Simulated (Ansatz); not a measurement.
## Computed energy over volume and axial ratio: Cd (hcp, Mg type)

Cd (hcp, Mg type)

```
Cd
1.0
    2.96206     0.00000     0.00000
   -1.48103     2.56522     0.00000
    0.00000     0.00000     5.80108
Cd
2
Direct
  0.33333   0.66667   0.75000
  0.66667   0.33333   0.25000
```

Grid over V/V₀ and (c/a)/(c/a)₀, subscript 0 meaning the relaxed cell; the conventional c axis lies along z; no internal relaxation.

All values below come from r2SCAN (plane waves to 500 eV, PAW, scalar-relativistic; Ansatz, a program for electronic structure). k mesh 18×18×8 (Γ-centred), Fermi-Dirac smearing 0.05 eV. Energies are smeared free energies. Stress and pressure are positive under compression. With partly filled bands, the response to shear is sensitive to the k mesh, so small differences along c/a are uncertain. Cd was relaxed with its symmetry unable to fall. The PAW data are Ansatz's earlier set. ΔE is measured from the relaxed starting cell.

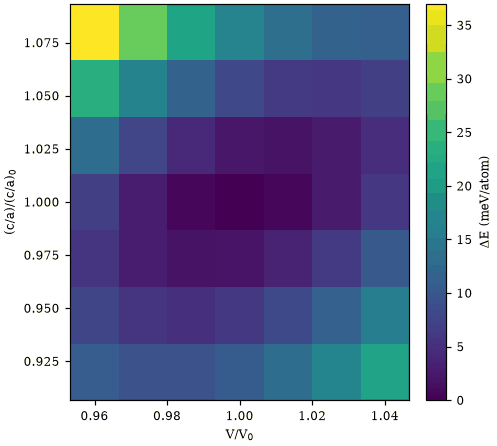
Figure: ΔE (meV/atom) over the 7×7 grid of computed points.

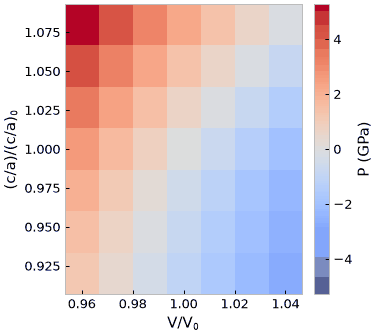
Figure: P (GPa) over the 7×7 grid of computed points.

Highest place on the grid: V/V₀ = 0.960, (c/a)/(c/a)₀ = 1.080 (37 meV/atom). Lowest place on the grid: V/V₀ = 1.000, (c/a)/(c/a)₀ = 1.000 (0 meV/atom).

(A scan under strain: stresses follow from slopes of the energy per volume, elastic moduli from its curvatures.)
